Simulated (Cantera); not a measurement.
Input: 1 mol CH3OH, 3.7 mol H2, 0.19 mol H2O, at 1.33 mbar.

Cantera equilibrium calculation (NASA polynomials, part measured and part estimated; ideal gas, pure solids and liquids). Candidate condensed phases: C, C6H6, C7H8, C8H18, H2O; 131 gas species. Ions and electrons are included (thermal ionisation). Kinetics and transport are ignored.

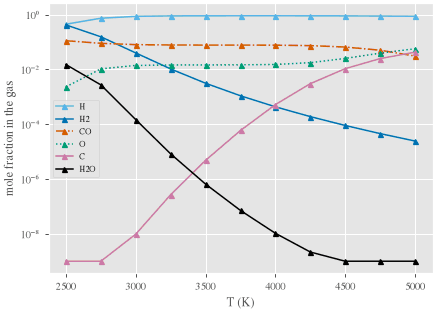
*Equilibrium gas composition (values under 1e-9 drawn at 1e-9)*

**Question.** Read off the mole fractions at 3750 K.

**Answer.** H about 0.91, CO about 0.077, O about 0.015, H2 about 0.0011, C about 5.9e-5, H2O about 7.1e-8.
